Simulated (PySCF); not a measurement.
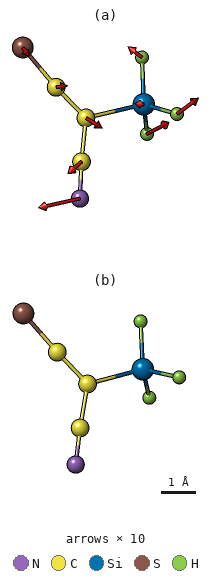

The structure of C3H3NSSi before (top) and after (bottom) a relaxation, at one scale. The red arrows give the displacements, magnified 10 times.

A ball-and-stick model, seen at a tilt.

The start comes from GFN2-xTB. Its atoms were then displaced at random by about 0.01 Å.

The calculation used PySCF, PBE0-D3(BJ)/def2-SVP geometry optimisation, gas phase. 

Describe what moved and what it gained.

After 6 geometry steps the energy has fallen by 3.66 kcal/mol. The N atom moves most after the best rigid fit: 0.14 Å. Largest moves by element: N 0.14 Å, H 0.10 Å, C 0.06 Å, S 0.04 Å, Si 0.03 Å. Some distances before and after: C–Si 1.968 → 1.898 Å, H–Si 1.435 → 1.490 Å, C–C 1.289 → 1.325 Å, H–Si 1.461 → 1.490 Å. Among the angles between lasting bonds that change: C–C–Si 114.1° → 119.6°, C–Si–H 105.0° → 108.9°, C–Si–H 105.5° → 108.8°. The run took 31 s on 1 thread of Arm Neoverse V1, on a shared host.
